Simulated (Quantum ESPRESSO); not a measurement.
# Projected density of states of magnetic Cr2O3 (Eskolaite), part 2 of 2

Where do the states of the two spins of Cr2O3 (Eskolaite) lie?

Quantum ESPRESSO 7.5; PBEsol with U = 3.5 eV on Cr d (ortho-atomic projectors); plane waves with GBRV 1.5 PBEsol potentials, no spin-orbit coupling.

So far, absolute magnetization (μB): step 2 (ground-state run) 12.4.

### 3. Projected density of states

Level of this step: PBEsol with U = 3.5 eV on Cr d (ortho-atomic projectors); plane waves with GBRV 1.5 PBEsol potentials, no spin-orbit coupling, projections on orthogonalised atomic orbitals (Quantum ESPRESSO).

projwfc.in reads:

```
&PROJWFC
  prefix = 'pwscf'
  outdir = './tmp'
  filpdos = 'pdos'
  ngauss = 0
  degauss = 0.01
  DeltaE = 0.05
  Emin = 3.39
  Emax = 17.39
/
```

On the command line:

```console
OMP_NUM_THREADS=1 mpirun -n 4 projwfc.x -nk 4 -in projwfc.in > projwfc.out
```

The program printed:

```text
[banner, memory and clock lines left out]
Program PROJWFC v.7.5 starts

     [... lines left out ...]
     IMPORTANT: XC functional enforced from input :
     Exchange-correlation= PBESOL
                           (   1   4  10   8   0   0   0)
     Any further DFT definition will be discarded
     Please, verify this is what you really want

     G-vector sticks info

     Check: negative core charge=   -0.000008

     negative rho (up, down):  7.923E-03 7.923E-03

     Gaussian broadening (read from input): ngauss,degauss=   0    0.010000

     Calling projwave ....

  Problem Sizes
  natomwfc =           64
  nbnd     =           64
  nkstot   =           64
  npwx     =         2802
  nkb      =          150

     Atomic states used for projection
     (read from pseudopotential files):

     state #   1: atom   1 (Cr1), wfc  1 (l=0 m= 1)
     state #   2: atom   1 (Cr1), wfc  2 (l=1 m= 1)
     state #   3: atom   1 (Cr1), wfc  2 (l=1 m= 2)
     state #   4: atom   1 (Cr1), wfc  2 (l=1 m= 3)
     state #   5: atom   1 (Cr1), wfc  3 (l=0 m= 1)
     state #   6: atom   1 (Cr1), wfc  4 (l=2 m= 1)
     state #   7: atom   1 (Cr1), wfc  4 (l=2 m= 2)
     state #   8: atom   1 (Cr1), wfc  4 (l=2 m= 3)
     state #   9: atom   1 (Cr1), wfc  4 (l=2 m= 4)
     state #  10: atom   1 (Cr1), wfc  4 (l=2 m= 5)
     state #  11: atom   2 (Cr2), wfc  1 (l=0 m= 1)
     state #  12: atom   2 (Cr2), wfc  2 (l=1 m= 1)
     state #  13: atom   2 (Cr2), wfc  2 (l=1 m= 2)
     state #  14: atom   2 (Cr2), wfc  2 (l=1 m= 3)
     state #  15: atom   2 (Cr2), wfc  3 (l=0 m= 1)
     state #  16: atom   2 (Cr2), wfc  4 (l=2 m= 1)
     state #  17: atom   2 (Cr2), wfc  4 (l=2 m= 2)
     state #  18: atom   2 (Cr2), wfc  4 (l=2 m= 3)
     state #  19: atom   2 (Cr2), wfc  4 (l=2 m= 4)
     state #  20: atom   2 (Cr2), wfc  4 (l=2 m= 5)
     state #  21: atom   3 (Cr2), wfc  1 (l=0 m= 1)
     state #  22: atom   3 (Cr2), wfc  2 (l=1 m= 1)
     state #  23: atom   3 (Cr2), wfc  2 (l=1 m= 2)
     state #  24: atom   3 (Cr2), wfc  2 (l=1 m= 3)
     state #  25: atom   3 (Cr2), wfc  3 (l=0 m= 1)
     state #  26: atom   3 (Cr2), wfc  4 (l=2 m= 1)
     state #  27: atom   3 (Cr2), wfc  4 (l=2 m= 2)
     state #  28: atom   3 (Cr2), wfc  4 (l=2 m= 3)
     state #  29: atom   3 (Cr2), wfc  4 (l=2 m= 4)
     state #  30: atom   3 (Cr2), wfc  4 (l=2 m= 5)
     state #  31: atom   4 (Cr1), wfc  1 (l=0 m= 1)
     state #  32: atom   4 (Cr1), wfc  2 (l=1 m= 1)
     state #  33: atom   4 (Cr1), wfc  2 (l=1 m= 2)
     state #  34: atom   4 (Cr1), wfc  2 (l=1 m= 3)
     state #  35: atom   4 (Cr1), wfc  3 (l=0 m= 1)
     state #  36: atom   4 (Cr1), wfc  4 (l=2 m= 1)
     state #  37: atom   4 (Cr1), wfc  4 (l=2 m= 2)
     state #  38: atom   4 (Cr1), wfc  4 (l=2 m= 3)
     state #  39: atom   4 (Cr1), wfc  4 (l=2 m= 4)
     state #  40: atom   4 (Cr1), wfc  4 (l=2 m= 5)
     state #  41: atom   5 (O  ), wfc  1 (l=0 m= 1)
     state #  42: atom   5 (O  ), wfc  2 (l=1 m= 1)
     state #  43: atom   5 (O  ), wfc  2 (l=1 m= 2)
     state #  44: atom   5 (O  ), wfc  2 (l=1 m= 3)
     state #  45: atom   6 (O  ), wfc  1 (l=0 m= 1)
     state #  46: atom   6 (O  ), wfc  2 (l=1 m= 1)
     state #  47: atom   6 (O  ), wfc  2 (l=1 m= 2)
     state #  48: atom   6 (O  ), wfc  2 (l=1 m= 3)
     state #  49: atom   7 (O  ), wfc  1 (l=0 m= 1)
     state #  50: atom   7 (O  ), wfc  2 (l=1 m= 1)
     state #  51: atom   7 (O  ), wfc  2 (l=1 m= 2)
     state #  52: atom   7 (O  ), wfc  2 (l=1 m= 3)
     state #  53: atom   8 (O  ), wfc  1 (l=0 m= 1)
     state #  54: atom   8 (O  ), wfc  2 (l=1 m= 1)
     state #  55: atom   8 (O  ), wfc  2 (l=1 m= 2)
     state #  56: atom   8 (O  ), wfc  2 (l=1 m= 3)
     state #  57: atom   9 (O  ), wfc  1 (l=0 m= 1)
     state #  58: atom   9 (O  ), wfc  2 (l=1 m= 1)
     state #  59: atom   9 (O  ), wfc  2 (l=1 m= 2)
     state #  60: atom   9 (O  ), wfc  2 (l=1 m= 3)
     state #  61: atom  10 (O  ), wfc  1 (l=0 m= 1)
     state #  62: atom  10 (O  ), wfc  2 (l=1 m= 1)
     state #  63: atom  10 (O  ), wfc  2 (l=1 m= 2)
     state #  64: atom  10 (O  ), wfc  2 (l=1 m= 3)

 [... projections of the bands left out ...]

Lowdin Charges:

     Atom #   1: total charge =  12.5966, s =  2.4493, p =  5.9963, d =  4.1510,
                 spin up      =   7.7963, s =  1.2341,
                 spin up      =   7.7963, p =  2.9983, pz=  0.9995, px=  0.9994, py=  0.9994,
                 spin up      =   7.7963, d =  3.5639, dz2=  0.9805, dxz=  0.5384, dyz=  0.5384, dx2-y2=  0.7534, dxy=  0.7534,
                 spin down    =   4.8003, s =  1.2153,
                 spin down    =   4.8003, p =  2.9979, pz=  0.9993, px=  0.9993, py=  0.9993,
                 spin down    =   4.8003, d =  0.5871, dz2=  0.0700, dxz=  0.1548, dyz=  0.1548, dx2-y2=  0.1037, dxy=  0.1037,
                 polarization =   2.9961, s =  0.0188, p =  0.0004, d =  2.9768,
     Atom #   2: total charge =  12.5966, s =  2.4493, p =  5.9963, d =  4.1510,
                 spin up      =   4.8003, s =  1.2153,
                 spin up      =   4.8003, p =  2.9979, pz=  0.9993, px=  0.9993, py=  0.9993,
                 spin up      =   4.8003, d =  0.5871, dz2=  0.0700, dxz=  0.1548, dyz=  0.1548, dx2-y2=  0.1037, dxy=  0.1037,
                 spin down    =   7.7963, s =  1.2341,
                 spin down    =   7.7963, p =  2.9983, pz=  0.9995, px=  0.9994, py=  0.9994,
                 spin down    =   7.7963, d =  3.5639, dz2=  0.9805, dxz=  0.5384, dyz=  0.5384, dx2-y2=  0.7534, dxy=  0.7534,
                 polarization =  -2.9961, s = -0.0188, p = -0.0004, d = -2.9768,
     Atom #   3: total charge =  12.5966, s =  2.4493, p =  5.9963, d =  4.1510,
                 spin up      =   4.8003, s =  1.2153,
                 spin up      =   4.8003, p =  2.9979, pz=  0.9993, px=  0.9993, py=  0.9993,
                 spin up      =   4.8003, d =  0.5871, dz2=  0.0700, dxz=  0.1548, dyz=  0.1548, dx2-y2=  0.1037, dxy=  0.1037,
                 spin down    =   7.7963, s =  1.2341,
                 spin down    =   7.7963, p =  2.9983, pz=  0.9995, px=  0.9994, py=  0.9994,
                 spin down    =   7.7963, d =  3.5639, dz2=  0.9805, dxz=  0.5384, dyz=  0.5384, dx2-y2=  0.7534, dxy=  0.7534,
                 polarization =  -2.9961, s = -0.0188, p = -0.0004, d = -2.9768,
     Atom #   4: total charge =  12.5966, s =  2.4493, p =  5.9963, d =  4.1510,
                 spin up      =   7.7963, s =  1.2341,
                 spin up      =   7.7963, p =  2.9983, pz=  0.9995, px=  0.9994, py=  0.9994,
                 spin up      =   7.7963, d =  3.5639, dz2=  0.9805, dxz=  0.5384, dyz=  0.5384, dx2-y2=  0.7534, dxy=  0.7534,
                 spin down    =   4.8003, s =  1.2153,
                 spin down    =   4.8003, p =  2.9979, pz=  0.9993, px=  0.9993, py=  0.9993,
                 spin down    =   4.8003, d =  0.5871, dz2=  0.0700, dxz=  0.1548, dyz=  0.1548, dx2-y2=  0.1037, dxy=  0.1037,
                 polarization =   2.9961, s =  0.0188, p =  0.0004, d =  2.9768,
     Atom #   5: total charge =   6.8675, s =  1.8014, p =  5.0661, d =  0.0000,
                 spin up      =   3.4338, s =  0.9007,
                 spin up      =   3.4338, p =  2.5331, pz=  0.8458, px=  0.8316, py=  0.8557,
                 spin up      =   3.4338, d =  0.0000, dz2=  0.0000, dxz=  0.0000, dyz=  0.0000, dx2-y2=  0.0000, dxy=  0.0000,
                 spin down    =   3.4338, s =  0.9007,
                 spin down    =   3.4338, p =  2.5331, pz=  0.8458, px=  0.8316, py=  0.8557,
                 spin down    =   3.4338, d =  0.0000, dz2=  0.0000, dxz=  0.0000, dyz=  0.0000, dx2-y2=  0.0000, dxy=  0.0000,
                 polarization =   0.0000, s =  0.0000, p =  0.0000, d =  0.0000,
     Atom #   6: total charge =   6.8675, s =  1.8014, p =  5.0661, d =  0.0000,
                 spin up      =   3.4338, s =  0.9007,
                 spin up      =   3.4338, p =  2.5331, pz=  0.8458, px=  0.8390, py=  0.8482,
                 spin up      =   3.4338, d =  0.0000, dz2=  0.0000, dxz=  0.0000, dyz=  0.0000, dx2-y2=  0.0000, dxy=  0.0000,
                 spin down    =   3.4338, s =  0.9007,
                 spin down    =   3.4338, p =  2.5331, pz=  0.8458, px=  0.8602, py=  0.8270,
                 spin down    =   3.4338, d =  0.0000, dz2=  0.0000, dxz=  0.0000, dyz=  0.0000, dx2-y2=  0.0000, dxy=  0.0000,
                 polarization =   0.0000, s =  0.0000, p =  0.0000, d =  0.0000,
     Atom #   7: total charge =   6.8675, s =  1.8014, p =  5.0661, d =  0.0000,
                 spin up      =   3.4338, s =  0.9007,
                 spin up      =   3.4338, p =  2.5331, pz=  0.8458, px=  0.8602, py=  0.8270,
                 spin up      =   3.4338, d =  0.0000, dz2=  0.0000, dxz=  0.0000, dyz=  0.0000, dx2-y2=  0.0000, dxy=  0.0000,
                 spin down    =   3.4338, s =  0.9007,
                 spin down    =   3.4338, p =  2.5331, pz=  0.8458, px=  0.8390, py=  0.8482,
                 spin down    =   3.4338, d =  0.0000, dz2=  0.0000, dxz=  0.0000, dyz=  0.0000, dx2-y2=  0.0000, dxy=  0.0000,
                 polarization =   0.0000, s =  0.0000, p =  0.0000, d =  0.0000,
     Atom #   8: total charge =   6.8675, s =  1.8014, p =  5.0661, d =  0.0000,
                 spin up      =   3.4338, s =  0.9007,
                 spin up      =   3.4338, p =  2.5331, pz=  0.8458, px=  0.8316, py=  0.8557,
                 spin up      =   3.4338, d =  0.0000, dz2=  0.0000, dxz=  0.0000, dyz=  0.0000, dx2-y2=  0.0000, dxy=  0.0000,
                 spin down    =   3.4338, s =  0.9007,
                 spin down    =   3.4338, p =  2.5331, pz=  0.8458, px=  0.8316, py=  0.8557,
                 spin down    =   3.4338, d =  0.0000, dz2=  0.0000, dxz=  0.0000, dyz=  0.0000, dx2-y2=  0.0000, dxy=  0.0000,
                 polarization =   0.0000, s =  0.0000, p =  0.0000, d =  0.0000,
     Atom #   9: total charge =   6.8675, s =  1.8014, p =  5.0661, d =  0.0000,
                 spin up      =   3.4338, s =  0.9007,
                 spin up      =   3.4338, p =  2.5331, pz=  0.8458, px=  0.8602, py=  0.8270,
                 spin up      =   3.4338, d =  0.0000, dz2=  0.0000, dxz=  0.0000, dyz=  0.0000, dx2-y2=  0.0000, dxy=  0.0000,
                 spin down    =   3.4338, s =  0.9007,
                 spin down    =   3.4338, p =  2.5331, pz=  0.8458, px=  0.8390, py=  0.8482,
                 spin down    =   3.4338, d =  0.0000, dz2=  0.0000, dxz=  0.0000, dyz=  0.0000, dx2-y2=  0.0000, dxy=  0.0000,
                 polarization =   0.0000, s =  0.0000, p =  0.0000, d =  0.0000,
     Atom #  10: total charge =   6.8675, s =  1.8014, p =  5.0661, d =  0.0000,
                 spin up      =   3.4338, s =  0.9007,
                 spin up      =   3.4338, p =  2.5331, pz=  0.8458, px=  0.8390, py=  0.8482,
                 spin up      =   3.4338, d =  0.0000, dz2=  0.0000, dxz=  0.0000, dyz=  0.0000, dx2-y2=  0.0000, dxy=  0.0000,
                 spin down    =   3.4338, s =  0.9007,
                 spin down    =   3.4338, p =  2.5331, pz=  0.8458, px=  0.8602, py=  0.8270,
                 spin down    =   3.4338, d =  0.0000, dz2=  0.0000, dxz=  0.0000, dyz=  0.0000, dx2-y2
```

Wall time 2.8 s (4 MPI ranks of Arm Neoverse V2, shared host); peak memory 0.31 GiB.

The density of states has structure finer than the step of the table below, so its rows give means over 1 eV, whole bins alone (the curve runs from -9.00 to 5.05 eV). Peaks (eV: height): up -3.5: 5.44, -1.5: 6.38, 3.7: 7.6, 4.5: 5.58; down -3.5: 5.44, -1.5: 6.38, 3.7: 7.6, 4.5: 5.58; Cr1 d up -3.4: 0.525, -2.3: 1.33, -1.7: 1.82, 2.0: 1.21; Cr1 d down 3.7: 3.1, 4.5: 2.17; Cr2 d up 3.7: 3.1, 4.5: 2.17.

Gaussian broadening of 0.136 eV on the SCF mesh. The density of states by energy, zero at the Fermi level; means over each step; 7 of 8 lines; values in states/eV/cell:

| energy (eV) | up | down | Cr1 d up | Cr1 d down | Cr2 d up | Cr2 d down | O5 p up |
| --- | --- | --- | --- | --- | --- | --- | --- |
| -8 | 0.0139 | 0.0139 | 0.00136 | 1.7e-4 | 1.7e-4 | 0.00136 | 0.00148 |
| -7 | 2.86 | 2.86 | 0.300 | 0.0529 | 0.0529 | 0.300 | 0.313 |
| -6 | 3.75 | 3.75 | 0.406 | 0.0870 | 0.0870 | 0.406 | 0.431 |
| -5 | 4.04 | 4.04 | 0.429 | 0.159 | 0.159 | 0.429 | 0.460 |
| -4 | 3.90 | 3.90 | 0.319 | 0.101 | 0.101 | 0.319 | 0.489 |
| -3 | 3.56 | 3.56 | 0.395 | 0.0614 | 0.0614 | 0.395 | 0.428 |
| -2 | 4.59 | 4.59 | 1.31 | 0.0615 | 0.0615 | 1.31 | 0.291 |
| -1 | 1.29 | 1.29 | 0.336 | 0.0122 | 0.0122 | 0.336 | 0.0951 |
| 0 | 0 | 0 | 0 | 0 | 0 | 0 | 0 |
| 1 | 6.2e-4 | 6.2e-4 | 2.3e-4 | 1.6e-5 | 1.6e-5 | 2.3e-4 | 1.4e-5 |
| 2 | 2.37 | 2.37 | 0.795 | 0.115 | 0.115 | 0.795 | 0.0688 |
| 3 | 2.89 | 2.89 | 0.426 | 0.776 | 0.776 | 0.426 | 0.0637 |
| 4 | 5.69 | 5.69 | 0.165 | 2.28 | 2.28 | 0.165 | 0.102 |

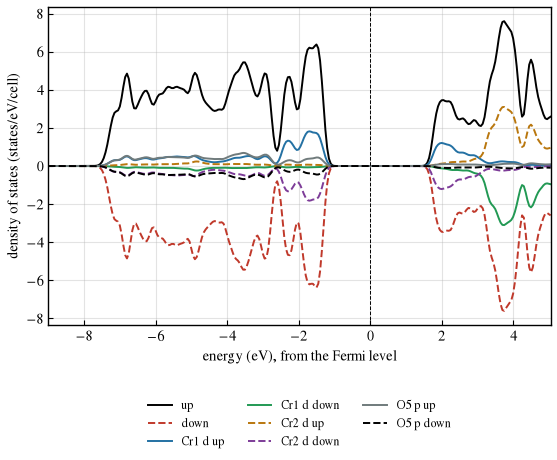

Density of states against energy. Down spins are drawn negative.

### 4. What came out

- state: antiferromagnetic
- largest moment in a sphere: 2.43 μB

**Reading.** The most distinct maxima of the density of states (up) lie at -4.90, -3.50, -1.50, 3.75 and 4.50 eV, the highest at 3.75 eV. These are Kohn–Sham states without spin–orbit coupling, on the mesh of the self-consistent run. The moments are opposed on like sites, so the totals of the two spins are equal and the projections on single atoms show the splitting.

[Logs and program files are shortened in this print: banners, set-up blocks, solver, clock and traceback lines can be left out without a mark of their own.]

[Logs are printed without paths, hosts, clocks, repeated set-up lines and the standing remarks that a program may print on its own settings, such as how far it seeks lower states.]

[Hosts, paths, dates, database ids (printed as entryN), source tags and the programs' standing remarks are cut or masked in the printed files.]

[Where a cell is said to come from a database of computed structures, the database is the Materials Project.]
